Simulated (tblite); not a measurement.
# Geometry relaxation of Si2NH6O (part 2 of 2)

Si2NH6O, multiplicity 2, SMILES [O]N([SiH3])[SiH3]; GFN2-xTB geometry optimisation, gas phase (tblite 0.8.0). 

Geometry of the input (Å):
```
Si 1.4727  -0.4455  0.0593
N  0.5142  0.6054  1.2215
Si -0.8363  1.5853  0.4913
O  1.1991  1.2060  2.2364
H  0.9015  -1.7411  0.0094
H  1.4179  0.1514  -1.2411
H  2.7854  -0.4965  0.5160
H  -0.2560  2.6273  -0.3240
H  -1.5938  2.1965  1.5052
H  -1.6513  0.7527  -0.2961
```

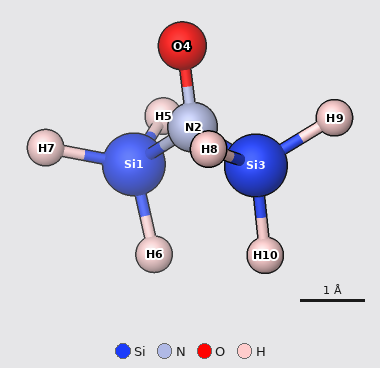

Fig. 1: The geometry at step 76 of the log (ball-and-stick view, seen at a tilt; atoms are numbered from 1 in the order of the input).

## Trajectory as extended XYZ, continued
```
10
Properties=species:S:1:pos:R:3:forces:R:3 step=48 energy=-366.06609
Si    1.5371   -0.5096    0.0594    0.0300  -0.0980   0.0380
N     0.5083    0.6917    0.8448    0.0810   0.0230   0.0390
Si   -0.8658    1.7353    0.4680    0.0030  -0.0060   0.0670
O     0.9717    0.9725    2.0350   -0.0550  -0.0320  -0.0430
H     1.0444   -1.8390    0.4358    0.0100   0.1000   0.0580
H     1.3712   -0.2999   -1.3755   -0.0470   0.0510  -0.0410
H     2.8733   -0.2244    0.5653   -0.0300  -0.0320  -0.0600
H    -0.2992    2.9677   -0.0756    0.0060   0.0370   0.0090
H    -1.5272    1.9236    1.7505   -0.0410   0.0000  -0.0420
H    -1.6603    1.0235   -0.5297    0.0430  -0.0420  -0.0260
10
Properties=species:S:1:pos:R:3:forces:R:3 step=52 energy=-366.08342
Si    1.5324   -0.5689    0.0636   -0.0940   0.0200  -0.1320
N     0.4850    0.6523    0.7830   -0.0910   0.0500   0.0100
Si   -0.8519    1.7591    0.4648   -0.0240   0.1780  -0.0760
O     0.9453    0.9353    1.9705    0.0070  -0.0040   0.1440
H     1.2365   -1.8537    0.7156    0.0110   0.1990  -0.0830
H     1.1586   -0.5153   -1.3606    0.0690  -0.0980   0.1880
H     2.8604   -0.0601    0.3826    0.0440  -0.1040  -0.1030
H    -0.2268    3.0623    0.1891   -0.0560  -0.1460   0.0700
H    -1.6383    1.7719    1.6976    0.0400  -0.0530  -0.1470
H    -1.5478    1.2584   -0.7278    0.0930  -0.0410   0.1300
10
Properties=species:S:1:pos:R:3:forces:R:3 step=56 energy=-366.10787
Si    1.4958   -0.5576    0.0622    0.1300   0.0930   0.0930
N     0.4914    0.6729    0.8202    0.0260   0.0130  -0.0100
Si   -0.8383    1.7705    0.4489    0.0650  -0.0080   0.0220
O     0.9836    0.8752    2.0107   -0.1340   0.0650   0.0350
H     1.2828   -1.7702    0.8411   -0.0810  -0.0540  -0.0560
H     1.0369   -0.5538   -1.3206   -0.0340  -0.1210  -0.0820
H     2.8591   -0.0732    0.2387    0.0380   0.0020  -0.0870
H    -0.2398    3.0859    0.2680    0.0460   0.1090   0.0310
H    -1.7050    1.7027    1.6141   -0.0720  -0.0140   0.0110
H    -1.4129    1.2891   -0.8052    0.0160  -0.0840   0.0420
10
Properties=species:S:1:pos:R:3:forces:R:3 step=60 energy=-366.12668
Si    1.5063   -0.5457    0.0638   -0.0110  -0.0030  -0.0420
N     0.5161    0.6934    0.8328   -0.0140  -0.0020   0.0180
Si   -0.8212    1.7769    0.4553    0.0240   0.1110  -0.0440
O     0.9395    0.8843    2.0509    0.0050   0.0190  -0.0130
H     1.2686   -1.7484    0.8560    0.0250  -0.0080  -0.0360
H     0.9898   -0.6103   -1.3071    0.0320  -0.0180   0.0870
H     2.8856   -0.0723    0.1488   -0.0520  -0.0150  -0.0080
H    -0.2279    3.1093    0.3175   -0.0380  -0.0530   0.0420
H    -1.7529    1.6792    1.5707    0.0150  -0.0130   0.0010
H    -1.3503    1.2751   -0.8107    0.0130  -0.0180  -0.0050
10
Properties=species:S:1:pos:R:3:forces:R:3 step=64 energy=-366.13007
Si    1.4952   -0.5481    0.0689    0.0260  -0.0700   0.0430
N     0.5083    0.6921    0.8389    0.0040  -0.0080  -0.0180
Si   -0.8151    1.7899    0.4454   -0.0520  -0.0820   0.0450
O     0.9412    0.8923    2.0520   -0.0210   0.0280  -0.0260
H     1.3107   -1.7471    0.8844    0.0200   0.0490  -0.0380
H     0.9469   -0.6597   -1.2799   -0.0210  -0.0070  -0.0190
H     2.8668   -0.0488    0.0910   -0.0260  -0.0070   0.0130
H    -0.2138    3.1169    0.3812   -0.0120   0.0460  -0.0020
H    -1.7720    1.6481    1.5400    0.0350   0.0160  -0.0550
H    -1.3147    1.3059   -0.8438    0.0470   0.0340   0.0570
10
Properties=species:S:1:pos:R:3:forces:R:3 step=68 energy=-366.13298
Si    1.4901   -0.5661    0.0726    0.0090   0.0420  -0.0460
N     0.5057    0.6835    0.8316    0.0000   0.0120   0.0000
Si   -0.8038    1.7979    0.4447   -0.0260  -0.0120   0.0010
O     0.9311    0.8972    2.0449    0.0080   0.0120   0.0000
H     1.3682   -1.7336    0.9357    0.0060  -0.0110  -0.0020
H     0.8925   -0.7270   -1.2528    0.0020  -0.0170   0.0220
H     2.8455   -0.0241    0.0214   -0.0140  -0.0290   0.0180
H    -0.2206    3.1361    0.4652    0.0030  -0.0100  -0.0070
H    -1.7988    1.6089    1.4923   -0.0100  -0.0050   0.0120
H    -1.2564    1.3687   -0.8775    0.0220   0.0180   0.0020
10
Properties=species:S:1:pos:R:3:forces:R:3 step=72 energy=-366.13365
Si    1.4875   -0.5654    0.0722   -0.0030  -0.0110   0.0070
N     0.5048    0.6840    0.8337    0.0080   0.0100  -0.0030
Si   -0.8039    1.7988    0.4457   -0.0020   0.0100   0.0010
O     0.9337    0.9005    2.0452    0.0020   0.0120   0.0000
H     1.3882   -1.7269    0.9482    0.0090   0.0080  -0.0030
H     0.8665   -0.7575   -1.2357   -0.0060  -0.0010  -0.0200
H     2.8381   -0.0179   -0.0048    0.0020  -0.0140   0.0110
H    -0.2241    3.1380    0.4912    0.0010  -0.0070   0.0050
H    -1.8126    1.5915    1.4769   -0.0090  -0.0070   0.0010
H    -1.2248    1.3965   -0.8945   -0.0020  -0.0010  -0.0010
10
Properties=species:S:1:pos:R:3:forces:R:3 step=76 energy=-366.13387
Si    1.4858   -0.5672    0.0713   -0.0090   0.0100  -0.0040
N     0.5064    0.6864    0.8323   -0.0010  -0.0020  -0.0020
Si   -0.8058    1.7995    0.4468    0.0110  -0.0080   0.0070
O     0.9350    0.9064    2.0434    0.0030   0.0070  -0.0060
H     1.3947   -1.7271    0.9494   -0.0080  -0.0010   0.0010
H     0.8640   -0.7584   -1.2377    0.0010   0.0000   0.0070
H     2.8381   -0.0242   -0.0046    0.0070  -0.0030   0.0030
H    -0.2224    3.1360    0.4978   -0.0020   0.0080   0.0040
H    -1.8190    1.5908    1.4740    0.0030  -0.0100  -0.0020
H    -1.2234    1.3992   -0.8946   -0.0060  -0.0010  -0.0080
10
Properties=species:S:1:pos:R:3:forces:R:3 step=80 energy=-366.13397
Si    1.4857   -0.5658    0.0700    0.0150  -0.0130   0.0050
N     0.5068    0.6876    0.8299    0.0060   0.0010   0.0010
Si   -0.8057    1.7997    0.4476   -0.0130   0.0050  -0.0130
O     0.9352    0.9094    2.0407    0.0080   0.0050  -0.0010
H     1.3905   -1.7271    0.9463   -0.0120   0.0000   0.0010
H     0.8691   -0.7580   -1.2408   -0.0010   0.0070   0.0030
H     2.8411   -0.0283    0.0043   -0.0010   0.0000  -0.0030
H    -0.2252    3.1381    0.4953   -0.0030  -0.0030   0.0060
H    -1.8155    1.5878    1.4774    0.0010  -0.0050   0.0000
H    -1.2286    1.3981   -0.8926    0.0000   0.0040   0.0030
10
Properties=species:S:1:pos:R:3:forces:R:3 step=84 energy=-366.13436
Si    1.4872   -0.5691    0.0695    0.0160   0.0340   0.0330
N     0.5180    0.6983    0.8203   -0.0250   0.0080  -0.0130
Si   -0.8077    1.7998    0.4450    0.0070  -0.0110   0.0260
O     0.9442    0.9248    2.0309    0.0130   0.0050  -0.0070
H     1.3767   -1.7237    0.9508   -0.0120  -0.0260   0.0140
H     0.8698   -0.7615   -1.2395   -0.0010   0.0050  -0.0210
H     2.8475   -0.0427    0.0131   -0.0060  -0.0050  -0.0140
H    -0.2402    3.1434    0.5112   -0.0080  -0.0150  -0.0010
H    -1.8132    1.5634    1.4758    0.0110   0.0020  -0.0230
H    -1.2290    1.4088   -0.8989    0.0050   0.0020   0.0070
10
Properties=species:S:1:pos:R:3:forces:R:3 step=88 energy=-366.13491
Si    1.4885   -0.5699    0.0738   -0.0130  -0.0110  -0.0040
N     0.5305    0.7117    0.8124    0.0030  -0.0030   0.0030
Si   -0.8090    1.7969    0.4441   -0.0020   0.0050   0.0060
O     0.9650    0.9504    2.0178    0.0060   0.0070  -0.0030
H     1.3572   -1.7209    0.9595   -0.0040  -0.0040   0.0010
H     0.8652   -0.7584   -1.2347    0.0160   0.0010  -0.0030
H     2.8574   -0.0682    0.0123   -0.0110   0.0060  -0.0040
H    -0.2586    3.1441    0.5383    0.0010   0.0100  -0.0060
H    -1.8195    1.5331    1.4611   -0.0100  -0.0070   0.0080
H    -1.2232    1.4228   -0.9065    0.0140  -0.0050   0.0010
10
Properties=species:S:1:pos:R:3:forces:R:3 step=92 energy=-366.13519
Si    1.4840   -0.5722    0.0756    0.0090  -0.0060   0.0070
N     0.5375    0.7198    0.8106    0.0010   0.0070  -0.0030
Si   -0.8087    1.7976    0.4455   -0.0160  -0.0170   0.0060
O     0.9792    0.9673    2.0116    0.0060   0.0000   0.0000
H     1.3437   -1.7189    0.9655   -0.0040  -0.0050  -0.0010
H     0.8680   -0.7592   -1.2354   -0.0080  -0.0030  -0.0130
H     2.8559   -0.0805    0.0100    0.0010   0.0080   0.0050
H    -0.2731    3.1493    0.5513    0.0040   0.0130   0.0020
H    -1.8228    1.5093    1.4537    0.0000   0.0080  -0.0010
H    -1.2103    1.4290   -0.9103    0.0070  -0.0040  -0.0020
10
Properties=species:S:1:pos:R:3:forces:R:3 step=96 energy=-366.13530
Si    1.4856   -0.5714    0.0754   -0.0040   0.0000  -0.0040
N     0.5388    0.7215    0.8093    0.0020  -0.0040   0.0010
Si   -0.8116    1.7951    0.4474    0.0050   0.0060  -0.0030
O     0.9822    0.9697    2.0097    0.0050  -0.0010  -0.0020
H     1.3304   -1.7239    0.9558    0.0000   0.0010  -0.0030
H     0.8796   -0.7480   -1.2428   -0.0010  -0.0020   0.0030
H     2.8592   -0.0828    0.0257    0.0000   0.0020   0.0040
H    -0.2726    3.1477    0.5375   -0.0070  -0.0010   0.0060
H    -1.8186    1.5147    1.4644   -0.0010   0.0060   0.0000
H    -1.2195    1.4188   -0.9044    0.0020  -0.0070  -0.0020
10
Properties=species:S:1:pos:R:3:forces:R:3 step=100 energy=-366.13538
Si    1.4845   -0.5711    0.0755    0.0050  -0.0040  -0.0100
N     0.5429    0.7261    0.8076   -0.0030   0.0010   0.0030
Si   -0.8121    1.7941    0.4475   -0.0040   0.0090  -0.0040
O     0.9923    0.9750    2.0055    0.0030   0.0020   0.0050
H     1.3197   -1.7240    0.9530   -0.0020  -0.0070   0.0040
H     0.8837   -0.7442   -1.2451   -0.0050  -0.0020  -0.0030
H     2.8604   -0.0898    0.0331    0.0050   0.0050   0.0030
H    -0.2821    3.1502    0.5405   -0.0030  -0.0050   0.0000
H    -1.8192    1.5128    1.4646    0.0020   0.0010  -0.0030
H    -1.2167    1.4123   -0.9041    0.0020   0.0010   0.0060
10
Properties=species:S:1:pos:R:3:forces:R:3 step=101 energy=-366.13539
Si    1.4845   -0.5713    0.0752    0.0030   0.0010  -0.0030
N     0.5430    0.7262    0.8077   -0.0020   0.0020   0.0010
Si   -0.8121    1.7944    0.4475    0.0000   0.0010  -0.0030
O     0.9934    0.9755    2.0051    0.0020   0.0010   0.0030
H     1.3192   -1.7241    0.9530   -0.0010  -0.0060   0.0030
H     0.8833   -0.7447   -1.2451   -0.0040  -0.0010  -0.0040
H     2.8604   -0.0896    0.0334    0.0020   0.0030   0.0020
H    -0.2831    3.1506    0.5414   -0.0010  -0.0020  -0.0010
H    -1.8194    1.5126    1.4642    0.0000   0.0000  -0.0020
H    -1.2156    1.4119   -0.9042    0.0000   0.0020   0.0050
```

## Key numbers

| quantity | value |
| --- | --- |
| outcome | converged |
| total energy | −366.1354 eV |
| wall time | 1.2 s |
| peak memory | 0.18 GiB |
